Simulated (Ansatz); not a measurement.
# Lattice dynamics of MoS2 monolayer (2H), part 2 of 2

Aim: the phonons of MoS2 monolayer (2H) at a cell relaxed beforehand at this level. After the zone centre comes a 6×6×1 q mesh on a 12×12×1 k mesh.

Ansatz 0.2.0; DFT PBEsol, scalar-relativistic, plane waves, PAW.

So far. Step 2 (Zone-centre response): Before it was imposed, the acoustic sum rule was missed by 4.1e-5 eV/Å² and the charge sum rule by 9.9e-4 e. Small misses are needed for a sound result but don't prove that mesh and cutoff are converged. The lowest optical mode is real, 286 cm⁻¹.

## 3. Response at finite wavevector

Stability and thermal properties need the whole zone. Linear response on a 6×6×1 q mesh gives force constants as far as a supercell of that size would, and the tensors from the zone-centre run are typed in so that the long-range dipole term is interpolated apart.

input.yaml reads:

```yaml
crystal:
  lattice:
    - [3.1404963714, 0.0, 0.0]
    - [-1.5702481857, 2.7197496381, 0.0]
    - [0.0, 0.0, 30.0]
  atoms:
    - { symbol: Mo, position: [0.3333333333, 0.6666666667, 0.3333333333] }
    - { symbol: S, position: [0.6666666667, 0.3333333333, 0.3852798264] }
    - { symbol: S, position: [0.6666666667, 0.3333333333, 0.2813868402] }
  periodic: [true, true, false]
kpoints:
  mp_grid: { grid: [12, 12, 1] }
hamiltonian:
  xc: pbesol
scf:
  occupations: { method: fixed }
output:
  eigenvalues: true
phonons:
  method: dfpt
  qmesh: [6, 6, 1]
  temperatures: { t_max: 1000, t_step: 50 }
  qpath:
    path:
      - [0.0, 0.0, 0.0]
      - [0.5, 0.0, 0.0]
      - [0.33333333, 0.33333333, 0.0]
      - [0.0, 0.0, 0.0]
    npoints: 10
  isolated: true
  non_analytic_term:
    high_frequency_dielectric_tensor: [[3.8333, 0.0, 0.0], [0.0, 3.8333, 0.0], [0.0, 0.0, 1.1701]]
    born_effective_charges:
      - { species: Mo, tensor: [[-1.1316, 0.0, 0.0], [0.0, -1.1316, 0.0], [0.0, 0.0, -0.0807]] }
      - { species: S, tensor: [[0.5658, 0.0, 0.0], [0.0, 0.5658, 0.0], [0.0, 0.0, 0.0404]] }
      - { species: S, tensor: [[0.5658, 0.0, 0.0], [0.0, 0.5658, 0.0], [0.0, 0.0, 0.0404]] }
    source: "zone-centre run at this cell"
```

Launch:

```sh
> ansatz run input.yaml --threads 8 --pin off --max-ram 14336MiB --backend cpu --events-out ev --progress --plain --runs-dir out
```

Numbers of over 12 decimals in the logs are rounded to 6 here.

What it wrote:

```text
Warning: phonons: the dynamical matrix that this run interpolates holds no multipole term above the dipole-dipole one, and a site of this crystal is no centre of inversion, so its interpolated transverse optical and acoustic branches and sound speeds can stay off near Gamma, and the density of states and the thermodynamics with them. What a run solves at a wave vector of phonons.qpoints, Gamma apart, where the deck admits one, is free of this, and under fd what a larger phonons.supercell samples
[...]
Crystal: 3 atoms, lattice volume = 256.241 Å³
Basis set: ecut = 420 eV, 4961 PW (Γ), exchange–correlation on 48×48×432 points (8 copies of the dense FFT grid, shifted against one another)
Bands: 17, of which v1, the nominal top of the filled ones, is band 13 counted from 1 (12 counted from 0)
Symmetry: 12 space group operations
k-points: 19 of 144 (time reversal used)
[...]
SCF iter   1: F=—  HF=-6670.138508 eV  |F-HF|=—  |Δ(HF+E_count)|=         —  Δρ=3.34e-3  dr2=3.73e-2  ethr=1.77e-3  ⟨swp⟩=7.9  Hψ=2264  notcnv=0  defer=35
[...]
SCF iter  10: F=-6670.142174 eV  HF=-6670.142174 eV  |F-HF|=4.27e-11  |Δ(HF+E_count)|=  3.03e-10  Δρ=1.28e-8  dr2=2.07e-13  ethr=1.00e-12  ⟨swp⟩=17.8  Hψ=3418  notcnv=0
SCF 1 converged in 10 iterations: F = -6670.142174 eV  dr2 = 2.07e-13
[...]
NSCF: frozen V_eff on 19 k-points
[...]
DFPT response loops at q = (0, 0, 0) (fractional): preconditioner auto → none (the input reference at scf.mixing.eps_inf says where Resta's filter doesn't serve); β = 0.50; Broyden in place of MSR1
[...]
SCF converged after 10 iterations
Free energy (F): -6670.142174 eV
[...]
Internal energy: -6670.142174 eV  (E = F + TS)
E sigma→0 (E₀):  -6670.142174 eV
Fermi energy:    -5.968595 eV
[...]
--- Band table (eV; the first three rows and the last of 19) ---
  k-point 0: bands = [... 9 lower, -7.8161, -7.4269, -7.4269, -6.0406, -3.0715, -3.0715, -2.7949, -2.7949]
  k-point 1: bands = [... 9 lower, -8.2929, -7.5998, -7.1150, -6.0835, -3.2189, -3.1069, -2.9204, -2.8818]
  k-point 2: bands = [... 9 lower, -8.1509, -8.0052, -7.0303, -6.3011, -3.6042, -3.2856, -3.2093, -2.4507]
  k-point 18: bands = [... 9 lower, -9.5309, -8.9141, -8.1440, -5.9686, -4.1621, -2.9128, -2.2535, -0.8391]
--- Phonons (Γ-DFPT): 4 representative perturbations + reference (Σ response iterations 19) ---
  ASR residual: 4.241e-5 → 0.000e0 eV/Å²; symmetrization residual: 2.779e-6 eV/Å²
  ASR residual per site (eV/Å²): 4.24e-5 1.77e-5 1.77e-5
  Γ frequencies (cm⁻¹): 0.00 0.00 0.00 285.69 285.69 386.45 386.45 406.71 472.22
--- Phonons (arbitrary-q DFPT): 7 irreducible q on the 6×6×1 mesh ---
  q = [0.0000, 0.0000, 0.0000] (star 1, of the zone-centre solve; hermiticity 1.76e-7, symmetrization 9.38e-14): -0.00 -0.00 0.00 285.69 285.69 386.45 386.45 406.71 472.22
  q = [0.0000, 0.1667, 0.0000] (star 6, 6 solved perturbations on 78 of 144 k-point pairs; hermiticity 3.72e-7, symmetrization 4.74e-10): 45.76 81.29 129.74 292.30 307.97 372.14 383.10 410.47 450.06
[...]
q = [0.1667, 0.1667, 0.0000] (star 6, 4 solved perturbations in 444 linear systems a pass and spin channel, the states on 144 of 144 k-point pairs; hermiticity 3.50e-7, symmetrization 1.23e-10): 105.24 141.98 188.02 303.79 328.82 353.37 380.23 409.70 416.34
[...]
sum rule: each row above includes the acoustic sum rule's correction from the zone centre's row sums; it moved no ω² by more than (0.39 cm⁻¹)²
  mesh force constants: q→R imaginary residual 7.64e-19; ASR residual 4.241e-5 → 0.000e0 eV/Å²; symmetrization residual 1.066e-14 eV/Å²
  interpolated dispersion: 31 rows × 9 modes
  density of states and harmonic sums: on the 24×24×1 q-mesh, interpolated from the force constants of a 6×6×1 supercell (with the dipole–dipole term of supplied tensors)
  largest difference from the sums on the solved wave vectors: F 2.60e-2 eV, S 3.27e-5 and C_V 6.73e-6 eV/K
  zero-point energy: 0.164058 eV/cell   skipped modes (ω ≤ 0): 3   left out of the sums: 5.79e-4 of the cell's modes: C_V's classical limit lies that fraction below 3 k_B per atom; for a crystal, a wire or a layer, F and S can be off by more, and a phonons.interpolated_qmesh denser along its periods is the remedy for the sampling
```

Elapsed: 4 min, on 8 threads of Arm Neoverse V1, shared host; peak memory 1.8 GiB; 31 min of CPU time.

This step gave:

```
sum-rule residual before enforcement                       : 4.24e-5 eV/Å²
lowest frequency on the path                               : 0 cm⁻¹
highest frequency on the path or at a solved wavevector    : 472.2 cm⁻¹
mean frequency                                             : 294.3 cm⁻¹
lowest mode on the q mesh (acoustic modes at Γ apart)      : 45.76 cm⁻¹
zero-point energy per atom                                 : 54.69 meV
heat capacity at 300 K                                     : 20.86 J/(mol atoms K)
vibrational entropy at 300 K                               : 21.26 J/(mol atoms K)
edges of the widest gap between branches, on path and mesh : 235.9, 285.7 cm⁻¹
```

Frequencies (cm⁻¹) solved at each irreducible wavevector; negative means imaginary. Frequencies by wavevector, by row:

| q in reciprocal lattice units | star | mode 1 | mode 2 | mode 3 | mode 4 | mode 5 | mode 6 | mode 7 | mode 8 | mode 9 |
| --- | --- | --- | --- | --- | --- | --- | --- | --- | --- | --- |
| 0 0 0 | 1 | 0 | 0 | 0 | 285.7 | 285.7 | 386.4 | 386.4 | 406.7 | 472.2 |
| 0 0.1667 0 | 6 | 45.8 | 81.3 | 129.7 | 292.3 | 308 | 372.1 | 383.1 | 410.5 | 450.1 |
| 0 0.3333 0 | 6 | 128.8 | 137.9 | 213.8 | 302.6 | 335 | 353.4 | 373.5 | 405.2 | 411.5 |
| 0 -0.5 0 | 3 | 156.5 | 171.9 | 235.9 | 307 | 334.4 | 353.6 | 368 | 388.5 | 409.7 |
| 0.1667 0.1667 0 | 6 | 105.2 | 142 | 188 | 303.8 | 328.8 | 353.4 | 380.2 | 409.7 | 416.3 |
| 0.1667 0.3333 0 | 12 | 164 | 179 | 220.9 | 317.8 | 333.9 | 346.6 | 376.6 | 385.9 | 403.9 |
| 0.3333 0.3333 0 | 2 | 179.8 | 186.1 | 235.1 | 323.7 | 336.2 | 336.4 | 376.7 | 383.5 | 395.6 |

Interpolated from a 6×6×1 q mesh, with the LO-TO term (at Γ the limit along the path; where Γ stands inside the path, tables give the limit on arrival). The phonon branches at the labelled points (cm⁻¹):

| point | branch 1 | branch 2 | branch 3 | branch 4 | branch 5 | branch 6 | branch 7 | branch 8 | branch 9 |
| --- | --- | --- | --- | --- | --- | --- | --- | --- | --- |
| Γ | 0 | 0 | 0 | 286 | 286 | 386 | 386 | 407 | 472 |
| M | 156 | 172 | 236 | 307 | 334 | 354 | 368 | 388 | 410 |
| K | 180 | 186 | 235 | 324 | 336 | 336 | 377 | 384 | 396 |
| Γ | 0 | 0 | 0 | 286 | 286 | 386 | 386 | 407 | 472 |

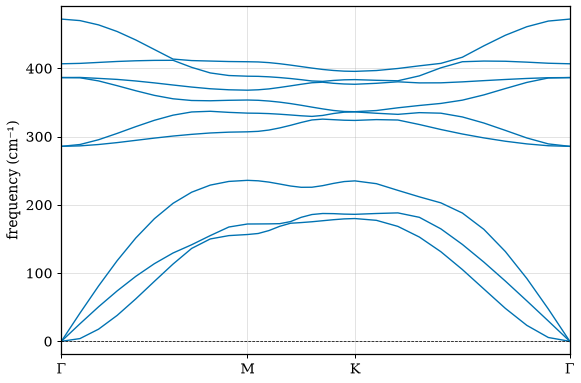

Phonon branches along the path.

The phonon density of states has structure finer than the step of the table below, so its rows give means over 25 cm⁻¹, whole bins alone (the curve runs from 2.5 to 472 cm⁻¹). Peaks (cm⁻¹: height): 172.5: 0.0405, 227.5: 0.0316, 307.5: 0.0485, 332.5: 0.0877, 352.5: 0.0637, 377.5: 0.101, 407.5: 0.0917.

Tetrahedra on a 24×24×1 mesh, mean over bins of 5 cm-1. Interpolated from a 6×6×1 q mesh. Phonon density of states against wavenumber; means over each step:

| wavenumber (cm⁻¹) | phonon density of states (1/cm⁻¹/cell) |
| --- | --- |
| 25 | 0.00313 |
| 50 | 0.00466 |
| 75 | 0.00643 |
| 100 | 0.00878 |
| 125 | 0.0125 |
| 150 | 0.0227 |
| 175 | 0.0292 |
| 200 | 0.0107 |
| 225 | 0.0206 |
| 250 | 2.0e-4 |
| 275 | 0.00145 |
| 300 | 0.0311 |
| 325 | 0.0435 |
| 350 | 0.0364 |
| 375 | 0.0573 |
| 400 | 0.0500 |
| 425 | 0.0136 |
| 450 | 0.00505 |

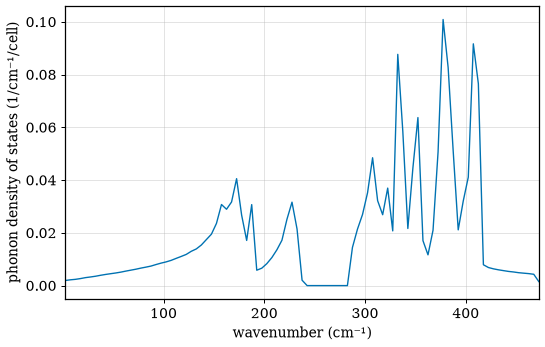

Phonon density of states against wavenumber.

The partial phonon density of states has structure finer than the step of the table below, so its rows give means over 25 cm⁻¹, whole bins alone (the curve runs from -10 to 496 cm⁻¹). Peaks (cm⁻¹: height): Mo 171.5: 0.0225, 225.7: 0.0177, 378.5: 0.0372, 410.4: 0.0200; S 171.5: 0.0143, 305.3: 0.0408, 334.0: 0.0724, 349.9: 0.0493, 378.5: 0.0512, 410.4: 0.0638.

Phonopy on the run's constants, 21x21x1 mesh, Gaussian sigma 3.6 cm-1. Interpolated from a 6×6×1 q mesh. The partial phonon density of states by wavenumber; means over each step; values in 1/cm⁻¹/cell:

| wavenumber (cm⁻¹) | Mo | S |
| --- | --- | --- |
| 25 | 0.00173 | 0.00125 |
| 50 | 0.00251 | 0.00186 |
| 75 | 0.00396 | 0.00296 |
| 100 | 0.00510 | 0.00384 |
| 125 | 0.00698 | 0.00519 |
| 150 | 0.0132 | 0.00948 |
| 175 | 0.0182 | 0.0108 |
| 200 | 0.00756 | 0.00345 |
| 225 | 0.0129 | 0.00699 |
| 250 | 5.3e-4 | 2.5e-4 |
| 275 | 1.7e-6 | 0.00198 |
| 300 | 1.6e-4 | 0.0300 |
| 325 | 4.1e-4 | 0.0427 |
| 350 | 0.00145 | 0.0357 |
| 375 | 0.0225 | 0.0337 |
| 400 | 0.0147 | 0.0357 |
| 425 | 0.00451 | 0.00982 |
| 450 | 0.00208 | 0.00296 |
| 475 | 6.8e-4 | 0.00101 |

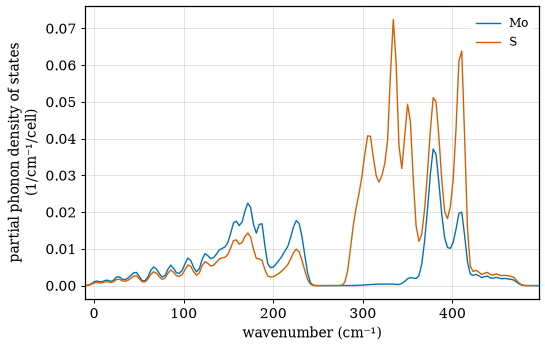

Partial phonon density of states, plotted against wavenumber.

Harmonic thermodynamic functions per atom, from the density of states. Interpolated from a 6×6×1 q mesh. Thermodynamic functions, by row:

| T (K) | F_vib (meV/atom) | S (J/mol-atom/K) | C_V (J/mol-atom/K) |
| --- | --- | --- | --- |
| 0 | 54.69 | 0 | 0 |
| 100 | 52.9 | 4.732 | 8.094 |
| 200 | 43.48 | 13.5 | 17.11 |
| 300 | 25.33 | 21.26 | 20.86 |
| 400 | -0.06 | 27.51 | 22.5 |
| 500 | -31.31 | 32.63 | 23.33 |
| 600 | -67.42 | 36.93 | 23.8 |
| 700 | -107.7 | 40.62 | 24.09 |
| 800 | -151.5 | 43.85 | 24.28 |
| 900 | -198.4 | 46.72 | 24.42 |
| 1000 | -248.2 | 49.3 | 24.51 |

Symmetry leaves 7 wavevectors to solve. The lowest mode among them, the acoustic zeros apart, lies at q = (0, 0.167, 0) and is real, 45.8 cm⁻¹.

## 4. Another isotope, element Mo, natural mass 95.95 amu

An isotope changes the mass and not the force constants, so no new electronic calculation is needed; the shifts show which modes move this element.

The same force constants with the mass of Mo changed from 95.950 to 99.907 u (phonopy, no LO-TO term). Both lists are sorted by frequency; levels can cross, so a row need not hold one and the same mode. Modes under 3 cm⁻¹ are left out. Isotope shifts, by row:

| q | rank | natural mass (cm⁻¹) | changed mass (cm⁻¹) |
| --- | --- | --- | --- |
| 0 0 0 | 4 | 285.7 | 285.7 |
| 0 0 0 | 5 | 285.7 | 285.7 |
| 0 0 0 | 6 | 386.4 | 383.4 |
| 0 0 0 | 7 | 386.4 | 383.4 |
| 0 0 0 | 8 | 406.7 | 406.7 |
| 0 0 0 | 9 | 472.2 | 468.5 |
| 0 0.1667 0 | 1 | 45.76 | 45.24 |
| 0 0.1667 0 | 2 | 81.3 | 80.33 |
| 0 0.1667 0 | 3 | 129.7 | 128.1 |
| 0 0.1667 0 | 4 | 292.3 | 292.3 |
| 0 0.1667 0 | 5 | 308 | 307.8 |
| 0 0.1667 0 | 6 | 372.1 | 370.6 |
| 0 0.1667 0 | 7 | 383.1 | 379.9 |
| 0 0.1667 0 | 8 | 410.5 | 409.1 |
| 0 0.1667 0 | 9 | 450.1 | 446.4 |
| 0 0.3333 0 | 1 | 128.8 | 127.4 |
| 0 0.3333 0 | 2 | 137.9 | 136.3 |
| 0 0.3333 0 | 3 | 213.8 | 210.7 |
| 0 0.3333 0 | 4 | 302.6 | 302.6 |
| 0 0.3333 0 | 5 | 335 | 334.9 |
| 0 0.3333 0 | 6 | 353.4 | 353 |
| 0 0.3333 0 | 7 | 373.5 | 370.3 |
| 0 0.3333 0 | 8 | 405.2 | 401.8 |
| 0 0.3333 0 | 9 | 411.5 | 409.6 |
| 0 -0.5 0 | 1 | 156.5 | 154.7 |
| 0 -0.5 0 | 2 | 171.9 | 169.8 |
| 0 -0.5 0 | 3 | 235.9 | 232.4 |
| 0 -0.5 0 | 4 | 307 | 307 |
| 0 -0.5 0 | 5 | 334.4 | 334.4 |
| 0 -0.5 0 | 6 | 353.6 | 353.5 |
| 0 -0.5 0 | 7 | 368 | 364.9 |
| 0 -0.5 0 | 8 | 388.5 | 385.6 |
| 0 -0.5 0 | 9 | 409.7 | 407.6 |

A mode of this element alone would shift by -2.00 %. The highest zone-centre frequency without the field goes from 472.2 to 468.5 cm⁻¹ (-0.8 %). The product of the frequency ratios over all optical modes at Γ is 0.976; the product rule, (m/m′)^(3k/2) (M′/M)^(3/2) with k = 1 such atoms and M the mass of the cell, gives 0.976.

## 5. Isotope substitution, element S, natural mass 32.06 amu

The same for S, from 32.06 to 33.97 u.

The same force constants with the mass of S changed from 32.060 to 33.968 u (phonopy, no LO-TO term). Both lists are sorted by frequency; levels can cross, so a row need not hold one and the same mode. Modes under 3 cm⁻¹ are left out. Isotope shifts, by row:

| q | rank | natural mass (cm⁻¹) | changed mass (cm⁻¹) |
| --- | --- | --- | --- |
| 0 0 0 | 4 | 285.7 | 277.6 |
| 0 0 0 | 5 | 285.7 | 277.6 |
| 0 0 0 | 6 | 386.4 | 379.9 |
| 0 0 0 | 7 | 386.4 | 379.9 |
| 0 0 0 | 8 | 406.7 | 395.1 |
| 0 0 0 | 9 | 472.2 | 464.2 |
| 0 0.1667 0 | 1 | 45.76 | 45.18 |
| 0 0.1667 0 | 2 | 81.3 | 80.31 |
| 0 0.1667 0 | 3 | 129.7 | 128.3 |
| 0 0.1667 0 | 4 | 292.3 | 284 |
| 0 0.1667 0 | 5 | 308 | 299.4 |
| 0 0.1667 0 | 6 | 372.1 | 363.6 |
| 0 0.1667 0 | 7 | 383.1 | 376.8 |
| 0 0.1667 0 | 8 | 410.5 | 400.9 |
| 0 0.1667 0 | 9 | 450.1 | 442.6 |
| 0 0.3333 0 | 1 | 128.8 | 127.2 |
| 0 0.3333 0 | 2 | 137.9 | 136.1 |
| 0 0.3333 0 | 3 | 213.8 | 211.8 |
| 0 0.3333 0 | 4 | 302.6 | 293.9 |
| 0 0.3333 0 | 5 | 335 | 325.5 |
| 0 0.3333 0 | 6 | 353.4 | 343.9 |
| 0 0.3333 0 | 7 | 373.5 | 367.6 |
| 0 0.3333 0 | 8 | 405.2 | 398.6 |
| 0 0.3333 0 | 9 | 411.5 | 402.8 |
| 0 -0.5 0 | 1 | 156.5 | 154.5 |
| 0 -0.5 0 | 2 | 171.9 | 170 |
| 0 -0.5 0 | 3 | 235.9 | 234 |
| 0 -0.5 0 | 4 | 307 | 298.2 |
| 0 -0.5 0 | 5 | 334.4 | 324.9 |
| 0 -0.5 0 | 6 | 353.6 | 343.7 |
| 0 -0.5 0 | 7 | 368 | 362.2 |
| 0 -0.5 0 | 8 | 388.5 | 381.7 |
| 0 -0.5 0 | 9 | 409.7 | 401.2 |

A mode of this element alone would shift by -2.85 %. The highest zone-centre frequency without the field goes from 472.2 to 464.2 cm⁻¹ (-1.7 %). The product of the frequency ratios over all optical modes at Γ is 0.871; the product rule, (m/m′)^(3k/2) (M′/M)^(3/2) with k = 2 such atoms and M the mass of the cell, gives 0.871.

## 6. Outcome

| Property | Result |
| --- | --- |
| space group (within 0.01 Å) | P-6m2 |
| area per atom | 2.85 Å² |
| gap on the k-mesh | 1.81 eV |
| highest optical mode at the zone centre (no LO-TO term) | 472 cm⁻¹ |
| lowest optical zone-centre mode | 286 cm⁻¹ |
| largest Born charge (third of the trace) | -0.781 e |
| lowest mode on the q mesh (acoustic modes at Γ apart) | 45.8 cm⁻¹ |
| highest frequency on the path or at a solved wavevector | 472 cm⁻¹ |
| zero-point energy per atom | 54.7 meV |
| heat capacity at 300 K | 20.9 J/(mol atoms K) |
| vibrational entropy at 300 K | 21.3 J/(mol atoms K) |
| imaginary modes on the 6×6×1 q mesh | none |

In words: The structure is a minimum as far as tested: no mode is imaginary at the 7 irreducible wavevectors of the 6×6×1 mesh, and the softest away from the acoustic zeros lies at 46 cm⁻¹. Without the field, the optical modes at Γ span 286 to 472 cm⁻¹. The strongest infrared line is at 386 cm⁻¹. Averaged over orientations, the strongest Raman line at 532 nm and 300 K is at 386 cm⁻¹. The tensors are the static, non-resonant ones, while 532 nm light (2.33 eV) lies above the computed gap. On the path and the mesh, the widest gap between branches runs from 236 to 286 cm⁻¹. In a sheet or slab the interpolated bending branch near Γ is rough, since the rotational sum rule isn't imposed. Dielectric tensors refer to the cell with its vacuum. The program warns that the interpolation holds no quadrupole term, so branches close to Γ can be off in this crystal. The starting cell was built on a prototype and not taken from a measurement. These are harmonic frequencies at zero temperature: anharmonic shifts, linewidths and thermal expansion are left out.

[Logs are printed without paths, hosts, clocks, repeated set-up lines and the standing remarks that a program may print on its own settings, such as how far it seeks lower states.]

[Hosts, paths, dates, database ids (printed as entryN), source tags and the programs' standing remarks are cut or masked in the printed files.]
